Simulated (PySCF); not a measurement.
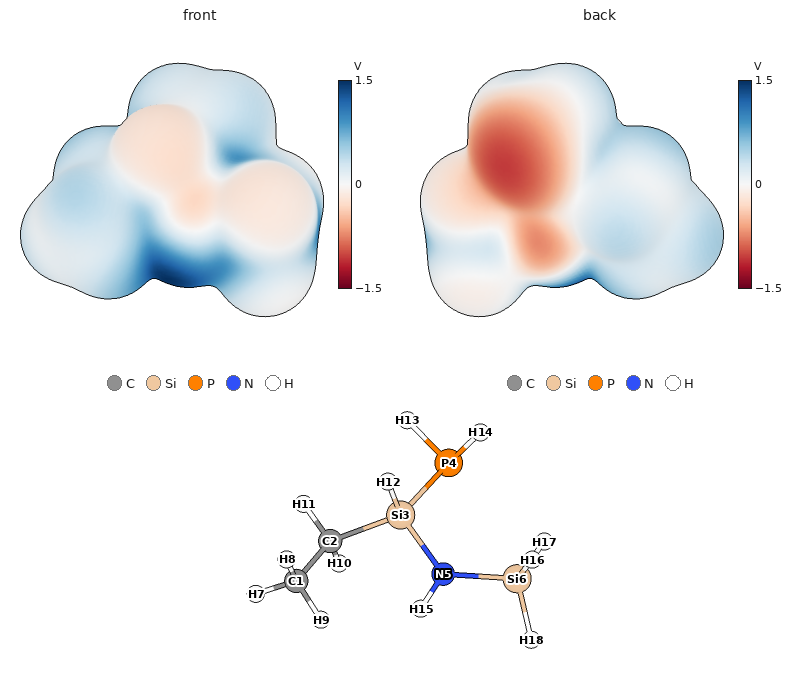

*C$_{2}$H$_{12}$NPSi$_{2}$. The electrostatic potential painted on the density surface at 0.001 e/bohr³, seen from the front and from behind; red is negative and blue positive. The bare structure is drawn below in the same view.*

Geometry: GFN2-xTB.

Computed with PBE0/pcSseg-1, SCF density, gas phase, non-relativistic (PySCF).

```xyz
18

C    -2.1628   -1.3878    0.2319
C    -1.8098   -0.1126   -0.5206
Si   -0.1086    0.5945   -0.0367
P     0.3367    2.3662   -1.3398
N     1.1097   -0.5939   -0.3533
Si    2.8217   -0.4068   -0.5821
H    -3.1522   -1.7456   -0.0486
H    -2.1547   -1.2136    1.3052
H    -1.4453   -2.1755    0.0124
H    -1.8352   -0.3108   -1.5935
H    -2.5773    0.6381   -0.3268
H    -0.1189    0.9399    1.4018
H    -0.7198    3.1186   -0.8585
H     1.2232    2.9397   -0.4475
H     0.8123   -1.5416   -0.1856
H     3.5047   -0.2741    0.7119
H     3.0106    0.7984   -1.3838
H     3.2568   -1.6268   -1.2629
```

Where is the surface potential most negative and most positive?

Answer. The most negative region (about −1.0 V, or −23 kcal/mol for a unit charge) lies over P4, the most positive (about +1.4 V, or +32 kcal/mol for a unit charge) over H15.
